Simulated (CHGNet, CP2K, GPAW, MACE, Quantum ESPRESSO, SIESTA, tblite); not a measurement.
## Glassy 86SiO2-5SrO-5ZnO-5MgO (mol %) (63 atoms) in GPAW

Aim: run glassy 86SiO2-5SrO-5ZnO-5MgO (mol %) (63 atoms) in GPAW and see how near its forces come to a plane-wave reference, and at what cost.

Calculated with GPAW 26.7.0; the method is named at each step.

### 1. Set-up

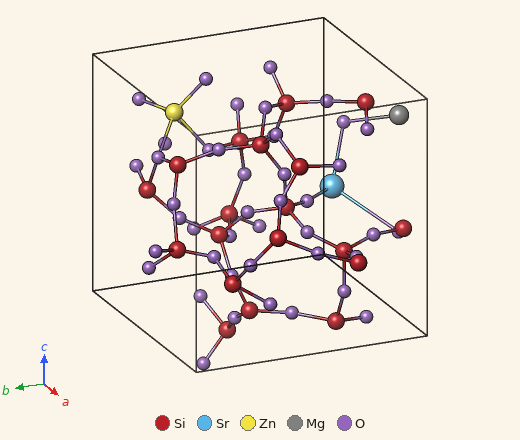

The starting structure, seen from a free direction (silicon red, strontium blue, zinc yellow, magnesium grey, oxygen purple). Bonds to atoms that aren't drawn are left out. Some periodic images of atoms are drawn too.

The cell holds 63 atoms: 19 Si, 1 Sr, 1 Zn, 1 Mg and 41 O. Cell: a = 9.658 Å, b = 9.658 Å, c = 9.658 Å, α = 90.0°, β = 90.0°, γ = 90.0°. 63 atoms (19 Si, 1 Sr, 1 Zn, 1 Mg, 41 O) placed at random at 2.44 g/cm³, melted at 4000 K for 10 ps at fixed volume with the Morse and Coulomb pair potential with partial charges (Pedone, Malavasi, Menziani, Cormack and Segre, J. Phys. Chem. B 110, 11780 (2006)). Quenched from 4000 K to 300 K at 50 K/ps and fixed volume, held 10 ps at zero pressure. Then every atom was moved at random, 0.05 Å r.m.s. a Cartesian component.

The yardstick, on the same geometry:

```
method                                           : Kohn-Sham DFT, PBE, SSSP efficiency 1.3.0 pseudopotentials, plane waves (Quantum ESPRESSO 7.5); sssp-pbe-1.3.0-efficiency, cutoffs 60/480 Ry, Γ point
r.m.s. force component                           : 2.683 eV/Å
longest force                                    : 12.65 eV/Å
pressure                                         : 5.8 GPa
gap (highest filled to lowest empty level) : 2.472 eV
time                                             : 2.1 min on 4 MPI ranks of Arm Neoverse V1, shared host
CPU time                                         : 8.3 min
```

### 2. PBE, LCAO dzp, h 0.18 Å

Method: Kohn-Sham DFT, PBE, PAW, atomic orbitals (dzp).

run.py reads:

```python
import numpy as np
from ase.io import read
from gpaw import GPAW, FermiDirac

atoms = read("structure.xyz")
atoms.calc = GPAW(
    mode="lcao",
    basis="dzp",
    h=0.18,
    xc="PBE",
    kpts={"size": (1, 1, 1), "gamma": True},
    occupations=FermiDirac(0.05),
    maxiter=200,
    symmetry={"point_group": False},
    txt="gpaw.txt",
)
energy = atoms.get_potential_energy(force_consistent=True)
forces = atoms.get_forces()
print(f"energy {energy:.6f} eV")
print("forces (eV/A)")
for i, (a, f) in enumerate(zip(atoms, forces)):
    print(f"{i:4d} {a.symbol:2s} {f[0]:10.5f} {f[1]:10.5f} {f[2]:10.5f}")
print(f"Fermi level {atoms.calc.get_fermi_level():.4f} eV")
for k in range(len(atoms.calc.get_ibz_k_points())):
    for s in range(atoms.calc.get_number_of_spins()):
        e = atoms.calc.get_eigenvalues(kpt=k, spin=s)
        n = np.searchsorted(e, atoms.calc.get_fermi_level())
        print(f"k {k} spin {s} levels about the Fermi level:", np.round(e[max(n - 6, 0):n], 4).tolist(), "|", np.round(e[n:n + 6], 4).tolist())
```

structure.xyz reads:

```xyz
63
Lattice="9.65803 0.00000 0.00000 0.00000 9.65803 0.00000 0.00000 0.00000 9.65803" Properties=species:S:1:pos:R:3 pbc="T T T"
Si 5.77483 1.73835 2.40070
Si 7.90065 7.49743 5.51966
Si 3.46105 0.09668 0.86410
Si 2.75051 5.03299 0.51670
Si 1.15829 2.42494 1.43354
Si 5.13962 3.87895 4.29502
Si 6.75135 6.12821 0.98377
Si 7.90645 3.03011 0.46919
Si 4.80757 0.39965 7.92944
Si 4.46713 3.55811 8.25597
Si 3.42290 8.91079 5.18240
Si 5.91516 6.15497 7.59730
Si 8.09324 0.30181 3.89170
Si 2.44986 3.72800 5.88541
Si 5.40299 6.78873 3.70743
Si 9.09555 8.11110 1.31098
Si 1.33059 1.59715 4.27899
Si 2.17113 7.09431 2.03137
Si 1.35280 6.70596 5.15343
Sr 8.46072 3.44512 6.22711
Zn 3.09665 7.64105 8.04166
Mg 8.07382 0.46832 8.53113
O 6.86589 0.99381 3.32449
O 0.64699 7.31876 1.47497
O 4.81540 5.34050 4.20337
O 6.52564 3.61944 4.98007
O 6.83624 6.98681 4.17459
O 2.91682 5.88918 1.81030
O 1.43287 2.44242 3.05300
O 2.75408 8.54456 1.71720
O 4.14658 4.08960 0.02386
O 5.74189 6.41902 2.09183
O 2.31242 0.37270 4.48587
O 6.20210 9.41812 8.10772
O 7.19620 6.53907 6.75879
O 4.74837 6.92162 6.95813
O 9.38036 1.07330 4.31511
O 7.90075 2.70763 8.53895
O 5.02160 2.93411 3.08729
O 2.65625 6.11199 9.01519
O 9.43464 6.92046 5.46461
O 1.69218 3.81569 0.71469
O 4.41015 8.00216 4.23398
O 5.51860 4.54797 7.42712
O 2.95796 3.76586 7.58590
O 1.34643 2.58710 5.75223
O 4.68328 0.73391 1.63057
O 1.75361 7.05857 3.74490
O 2.25602 7.93243 5.95331
O 2.13085 1.18543 0.95257
O 7.77858 7.21339 1.20358
O 1.81986 5.20549 5.70509
O 6.02429 6.31490 9.16470
O 7.45252 4.66860 0.90670
O 7.94740 8.99143 5.17535
O 4.00760 9.63021 6.48054
[... 3 atom lines left out ...]
O 9.14133 9.12771 0.10363
O 4.80806 2.01785 8.21715
O 6.76738 2.17151 1.15645
O 9.31333 2.39336 1.02955
```

Run with:

```
$ OMP_NUM_THREADS=1 python run.py > output.txt
```

Log:

```text
energy -430.090349 eV
forces (eV/A)
   0 Si    0.68096   -0.50093   -3.15544
   1 Si   -3.43545   -6.37736   -0.73025
   2 Si   -4.78265    2.36012    5.01748
   3 Si    2.56271   -4.24855   -5.79472
   4 Si    4.10874    0.09215   -1.29820
   5 Si    0.74519   -2.88967    4.95417
   6 Si   -0.65694   -3.22394   -4.80912
   7 Si   -0.67915    3.64205   -0.13483
   8 Si   -0.93310    1.10865   -1.51415
   9 Si   -1.06474    2.84378   -3.38035
  10 Si   -2.27236   -0.80646   -0.05341
  11 Si   -2.31963   -1.93177    1.04999
  12 Si    3.17319   -4.32411   -2.44142
  13 Si    4.04439    1.61455    4.97262
  14 Si   -2.19471   -2.02404   -1.83455
  15 Si   -7.87421    6.87746    0.63762
  16 Si   -2.41317   -2.67887    6.13216
  17 Si   -7.64426    9.48481    4.50404
  18 Si    0.89015   -0.46751    4.25681
  19 Sr   -0.99335    0.61621    0.16670
  20 Zn    1.17532   -1.80327   -1.25692
  21 Mg   -1.32549    0.02726    1.24424
  22 O    -3.96295    1.43911    0.61415
  23 O     7.55004   -6.49707    0.76621
[...]
55 O     1.33107    1.80841    1.51472
  56 O    -0.02904   -0.86788   -0.48513
  57 O     0.73916   -1.43346   -4.75090
  58 O     0.56334   -1.47474   -1.21233
  59 O     0.09286    1.54693   -2.59702
  60 O     0.84010   -2.99815   -0.24349
  61 O    -1.86807   -1.19487    0.57570
  62 O    -2.19517   -0.38441    0.28727
Fermi level 3.8337 eV
k 0 spin 0 levels about the Fermi level: [1.8721, 1.9373, 2.0006, 2.0727, 2.2931, 2.6943] | [4.9642, 5.9353, 6.5781, 6.9216, 7.0182, 7.3166]
```

gpaw.txt:

```text
Input parameters:
  mode=LCAO(),
  basis={'default': 'dzp'},
  h=0.18,
  kpts=MonkhorstPack(size=(1, 1, 1), gamma=True),
  maxiter=200,
  occupations=Occupations(name='fermi-dirac', width=0.05, fixmagmom=False),
  symmetry=Symmetry(point_group=False),
  xc=XC(name='PBE')
Unit cell  # Å
| periodic |        x |        y |        z |  lengths |    angles |
|----------|----------|----------|----------|----------|-----------|
|      yes | 9.658030 | 0.000000 | 0.000000 | 9.658030 | 90.000000 |
|      yes | 0.000000 | 9.658030 | 0.000000 | 9.658030 | 90.000000 |
|      yes | 0.000000 | 0.000000 | 9.658030 | 9.658030 | 90.000000 |
Number of symmetries: 1
Symmetry operations  # r_c * U_cc + t_c -> r_c
|   | kind |            matrix            |
|---|------|------------------------------|
| 0 |  E   |  1, 0, 0,  0, 1, 0,  0, 0, 1 |
BZ-sampling:
  Number of BZ points: 1
  Number of IBZ points: 1
  Monkhorst-Pack size: [1, 1, 1]
  Monkhorst-Pack shift: [0, 0, 0]
[... lines left out ...]
Reference energy: -374323.226650  # eV
eigensolver:
density mixing:
  MSR1-Mixer
occupation numbers:
  Fermi-Dirac:
    width: 0.0500  # eV
FastPoissonSolver using
    Stencil: 6*3+1=19 point O(h^6) finite-difference Laplacian
xc functional:
  name: PBE with 2 nearest neighbor stencil
interpolation: tri-quintic # 5. degree polynomial
Initialization done in: 12.777 s
convergence criteria:
- Maximum [total energy] change in last 3 cyles: 0.0005 eV / valence electron
- Maximum integral of absolute [dens]ity change: 0.0001 electrons / valence electron
- Maximum integral of absolute [eigenst]ate change: 4e-08 eV^2 / valence electron
maximum number of iterations: 200
SCF iterations
|iter     |      energy | eigst |  dens |
|---------|-------------|-------|-------|
|iter:   1| -473.595958 |      c|       |
|iter:   2| -462.541826 |      c| -0.79 |
|iter:   3| -429.628555 |      c| -0.83 |
|iter:   4| -429.960005 |      c| -1.46 |
|iter:   5| -430.134704 |      c| -1.76 |
|iter:   6| -430.091070c|      c| -2.28 |
|iter:   7| -430.090517c|      c| -3.07 |
|iter:   8| -430.090361c|      c| -3.48 |
|iter:   9| -430.090349c|      c| -4.02c|
Converged in 9 steps
SCF loop duration: 68.024 s (7.558 s/step)
Energy contributions relative to reference atoms: (reference = -374323.226650)
Energy contributions:
  Kinetic:         561.804811
  Coulomb:        -472.065863
  Zero:              7.470791
  External:          0.000000
  Xc:             -527.300088
  Entropy:          -0.000000
  Spinorbit:         0.000000
  ----------------------------
  Free energy:    -430.090349
  Extrapolated:   -430.090349
dipole moment: (52.467103, 4.300817, -69.860444)  # |e|*Ang
Fermi level: 3.834
Eigenvalues  # (at kpt = [0.000, 0.000, 0.000])
| band index |      eig [eV] | occ [0-2] |
|------------|---------------|-----------|
|          0 |       -72.786 |     2.000 |
|        ... |               |           |
|        169 |         1.659 |     2.000 |
|        170 |         1.766 |     2.000 |
[...]
|        184 |         7.691 |     0.000 |
|        ... |               |           |
|        216 |        10.716 |     0.000 |
Gap: 2.270 eV
Transition (v -> c):
  (s=0, k=0, n=176, [0.00, 0.00, 0.00]) -> (s=0, k=0, n=177, [0.00, 0.00, 0.00])
No difference between direct/indirect transitions
Force computation time: 18.167  # s
timing:  # [seconds]
  Total:  99.000  # ━━━━━━━━━━━━━━━━━━━━━━━━━━━━━━━━━━━━━━━━━━━━━━━━━━━━━━━━━
  Init:   12.776  # ━━━━━━━╸
  SCF:    68.024  # ━━━━━━━━━━━━━━━━━━━━━━━━━━━━━━━━━━━━━━━
  Forces: 18.167  # ━━━━━━━━━━╸
```

Elapsed: 1.7 min, on 1 thread of Arm Neoverse V1, shared host; peak memory 1.1 GiB.

Banners, paths, timers and routine set-up lines are dropped from the logs unmarked, and long logs keep their key lines alone; longer cuts are marked.

Against the reference:

```
r.m.s. force component                           : 2.909 eV/Å
r.m.s. difference of force components            : 352.1 meV/Å
longest difference of force vectors              : 1460 meV/Å
force difference over r.m.s. force               : 13.12 %
slope of forces against the reference's          : 1.079
correlation of force components                  : 0.9953
gap (highest filled to lowest empty level) : 2.27 eV
gap difference                                   : -0.2022 eV
```

Length of the force difference by element (eV/Å):

```csv
element,atoms,mean,most
Mg,1,0.16,0.16
O,41,0.66,1.5
Si,19,0.35,0.71
Sr,1,0.15,0.15
Zn,1,0.089,0.089
```

Levels nearest the highest filled one (eV from it): -0.82, -0.76, -0.69, -0.62, -0.40, 0.00, 2.27, 3.24, 3.88, 4.23, 4.32, 4.62.

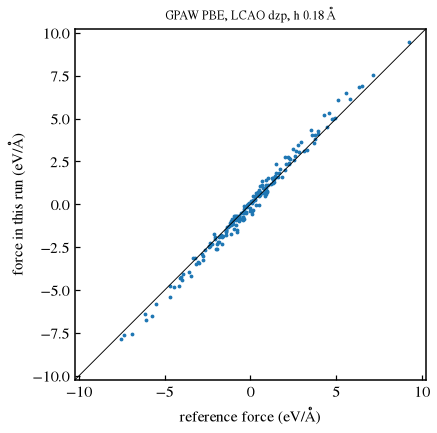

Force components against those of the reference; the line marks equality.

A closer look about Si18, which bears the longest force: 11 atoms, nearest first, numbered in the order of the input, with positions taken from that point.

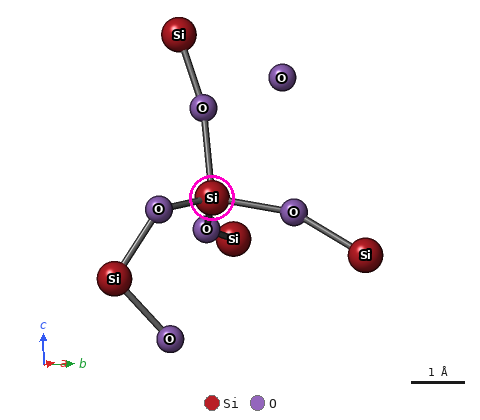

The atoms of the table, within 3.3 Å (arrows a, b, c point along x, y, z); some may hide others; the central atom is ringed.

```csv
atom,x,y,z,distance (Å),Fx,Fy,Fz (eV/Å)
Si18,0.00,0.00,0.00,0.00,-7.64,9.48,4.50
O28,0.75,-1.21,-0.22,1.43,6.08,-7.58,2.36
O30,0.58,1.45,-0.31,1.59,2.02,0.46,-0.11
O24,-1.52,0.22,-0.56,1.64,7.55,-6.50,0.77
O48,-0.42,-0.04,1.71,1.76,1.67,0.67,-6.73
Si4,0.58,-2.06,-1.51,2.62,2.56,-4.25,-5.79
O40,0.49,-0.98,-2.67,2.89,-1.56,1.43,-0.55
Si16,-2.73,1.02,-0.72,3.00,-7.87,6.88,0.64
Si3,1.29,2.66,-1.17,3.18,-4.78,2.36,5.02
Si19,-0.82,-0.39,3.12,3.25,0.89,-0.47,4.26
O43,2.24,0.91,2.20,3.27,-0.44,1.15,-0.84
```

Atoms are counted from 1 here, from 0 in the log.

Forces lie 13 % from the reference's, at 0.20 times its CPU time (on 1 against 4 cores).

The forces add up to 0.55 eV/Å instead of zero, usually a sign of too coarse a grid.

### 3. PBE, LCAO sz(dzp), h 0.18 Å

Method: Kohn-Sham DFT, PBE, PAW, atomic orbitals (sz(dzp)).

Edit run.py of step 2 so:

```diff
@@ -7,3 +7,3 @@
     mode="lcao",
-    basis="dzp",
+    basis="sz(dzp)",
     h=0.18,
```

structure.xyz is that of step 2.

Log:

```text
energy -319.758647 eV
forces (eV/A)
   0 Si    0.09313   -1.33670   -3.76630
   1 Si   -2.98781   -6.85722    0.09568
   2 Si   -5.46411    2.52305    6.06434
   3 Si    3.39966   -6.42592   -5.27607
   4 Si    4.28482    0.09590   -1.53360
   5 Si   -1.30882   -2.74777    4.75848
   6 Si   -1.34029   -3.16358   -4.80443
   7 Si   -0.46371    4.46909    0.99485
   8 Si   -2.14594    1.56661   -2.51417
   9 Si    0.12722    1.63953   -3.39870
  10 Si   -1.73306   -0.13872   -0.94973
  11 Si   -1.11930   -2.02136    1.38077
[...]
58 O     0.94244   -1.94571   -1.66100
  59 O    -0.44437    3.15237   -4.53019
  60 O     0.79581   -2.97563   -0.10067
  61 O    -2.05209   -1.50973    0.59348
  62 O    -2.74348   -0.42206    0.27081
Fermi level 4.9356 eV
k 0 spin 0 levels about the Fermi level: [3.215, 3.2425, 3.2615, 3.3647, 3.5772, 3.9509] | [5.9217, 6.9331, 7.6173, 7.8883, 8.0403, 8.2494]
```

gpaw.txt:

```text
Input parameters:
  mode=LCAO(),
  basis={'default': 'sz(dzp)'},
  h=0.18,
  kpts=MonkhorstPack(size=(1, 1, 1), gamma=True),
  maxiter=200,
  occupations=Occupations(name='fermi-dirac', width=0.05, fixmagmom=False),
  symmetry=Symmetry(point_group=False),
  xc=XC(name='PBE')
[... lines left out ...]
  Fermi-Dirac:
[... lines left out ...]
convergence criteria:
- Maximum [total energy] change in last 3 cyles: 0.0005 eV / valence electron
[... lines left out ...]
Converged in 10 steps
[... lines left out ...]
  Free energy:    -319.758647
[... lines left out ...]
Fermi level: 4.936
[... lines left out ...]
|          0 |       -72.328 |     2.000 |
|        ... |               |           |
|        169 |         2.933 |     2.000 |
|        170 |         3.004 |     2.000 |
[...]
|        184 |         8.568 |     0.000 |
|        ... |               |           |
|        216 |        12.660 |     0.000 |
Gap: 1.971 eV
Transition (v -> c):
  (s=0, k=0, n=176, [0.00, 0.00, 0.00]) -> (s=0, k=0, n=177, [0.00, 0.00, 0.00])
No difference between direct/indirect transitions
Force computation time: 4.785  # s
timing:  # [seconds]
  Total:  37.887  # ━━━━━━━━━━━━━━━━━━━━━━━━━━━━━━━━━━━━━━━━━━━━━━━━━━━━━━━━━
  Init:    7.016  # ━━━━━━━━━━╸
  SCF:    26.062  # ━━━━━━━━━━━━━━━━━━━━━━━━━━━━━━━━━━━━━━━
  Forces:  4.785  # ━━━━━━━
```

Wall time 39 s (1 thread); peak memory 0.88 GiB.

Compared with the plane-wave run:

```
r.m.s. force component                           : 3.315 eV/Å
r.m.s. difference of force components            : 1029 meV/Å
longest difference of force vectors              : 4104 meV/Å
force difference over r.m.s. force               : 38.36 %
slope of forces against the reference's          : 1.19
correlation of force components                  : 0.963
gap (highest filled to lowest empty level) : 1.971 eV
gap difference                                   : -0.5013 eV
```

This is a coarse setting, run to see what it loses.

Against the first run (13 %), the force difference from the reference is 38 %, at 0.39 times the CPU time, with 270 basis functions against 849: the smaller basis costs accuracy.

The forces add up to 0.56 eV/Å instead of zero, usually a sign of too coarse a grid.

### 4. PBE, LCAO dzp, h 0.25 Å

Method: Kohn-Sham DFT, PBE, PAW, atomic orbitals (dzp).

Edit run.py of step 3 so:

```diff
@@ -7,4 +7,4 @@
     mode="lcao",
-    basis="sz(dzp)",
-    h=0.18,
+    basis="dzp",
+    h=0.25,
     xc="PBE",
```

structure.xyz is that of step 3.

Log:

```text
energy -412.322497 eV
forces (eV/A)
   0 Si    0.68009   -0.50820   -3.15153
   1 Si   -3.42009   -6.37094   -0.72805
   2 Si   -4.77754    2.35045    5.00777
   3 Si    2.56277   -4.22817   -5.77705
   4 Si    4.08603    0.08750   -1.26989
   5 Si    0.74969   -2.88260    4.95359
   6 Si   -0.65519   -3.24731   -4.80640
   7 Si   -0.66210    3.65051   -0.15649
   8 Si   -0.92347    1.10315   -1.51543
   9 Si   -1.06625    2.82336   -3.39386
  10 Si   -2.27167   -0.80774   -0.05587
  11 Si   -2.31641   -1.93114    1.05532
[...]
58 O     0.28828   -1.36856   -1.45571
  59 O     0.42047    1.80444   -2.73173
  60 O     0.96120   -2.99536   -0.25087
  61 O    -1.92212   -1.24435    0.81285
  62 O    -2.13696   -0.20633    0.03957
Fermi level 3.8377 eV
k 0 spin 0 levels about the Fermi level: [1.8788, 1.9467, 2.0071, 2.0789, 2.299, 2.7022] | [4.9649, 5.9385, 6.5838, 6.928, 7.0251, 7.321]
```

gpaw.txt:

```text
Input parameters:
  mode=LCAO(),
  basis={'default': 'dzp'},
  h=0.25,
  kpts=MonkhorstPack(size=(1, 1, 1), gamma=True),
  maxiter=200,
  occupations=Occupations(name='fermi-dirac', width=0.05, fixmagmom=False),
  symmetry=Symmetry(point_group=False),
  xc=XC(name='PBE')
[... lines left out ...]
  Fermi-Dirac:
[... lines left out ...]
convergence criteria:
- Maximum [total energy] change in last 3 cyles: 0.0005 eV / valence electron
[... lines left out ...]
Converged in 9 steps
[... lines left out ...]
  Free energy:    -412.322497
[... lines left out ...]
Fermi level: 3.838
[... lines left out ...]
|          0 |       -72.781 |     2.000 |
|        ... |               |           |
|        169 |         1.664 |     2.000 |
|        170 |         1.771 |     2.000 |
[...]
|        184 |         7.696 |     0.000 |
|        ... |               |           |
|        216 |        10.724 |     0.000 |
Gap: 2.263 eV
Transition (v -> c):
  (s=0, k=0, n=176, [0.00, 0.00, 0.00]) -> (s=0, k=0, n=177, [0.00, 0.00, 0.00])
No difference between direct/indirect transitions
Force computation time: 9.964  # s
timing:  # [seconds]
  Total:  56.421  # ━━━━━━━━━━━━━━━━━━━━━━━━━━━━━━━━━━━━━━━━━━━━━━━━━━━━━━━━━
  Init:    8.650  # ━━━━━━━━╸
  SCF:    37.778  # ━━━━━━━━━━━━━━━━━━━━━━━━━━━━━━━━━━━━━━
  Forces:  9.964  # ━━━━━━━━━━
```

Wall time 58 s (1 thread); peak memory 0.66 GiB.

Numbers from this run, and their distance from the reference:

| Property | Result |
| --- | --- |
| r.m.s. force component | 2.91 eV/Å |
| r.m.s. difference of force components | 372.1 meV/Å |
| longest difference of force vectors | 1412 meV/Å |
| force difference over r.m.s. force | 13.87 % |
| slope of forces against the reference's | 1.079 |
| correlation of force components | 0.9945 |
| gap (highest filled to lowest empty level) | 2.263 eV |
| gap difference | -0.2094 eV |
| energy less the same-level run's | 282 meV/atom |
| r.m.s. force difference from the same-level run | 144.4 meV/Å |

This is a coarse setting, run to see what it loses.

Against the first run (13 %), the force difference from the reference is 14 %, at 0.58 times the CPU time.

The forces add up to 1.7 eV/Å instead of zero, usually a sign of too coarse a grid.

(Continued in part 2 of 2.)

[Also dropped from logs without a mark: logging warnings of Python, and SIESTA's first energy breakdown and zero terms.]

[Logs are printed without paths, hosts, clocks, repeated set-up lines and the standing remarks that a program may print on its own settings, such as how far it seeks lower states.]

[Hosts, paths, dates, database ids (printed as entryN), source tags and the programs' standing remarks are cut or masked in the printed files.]
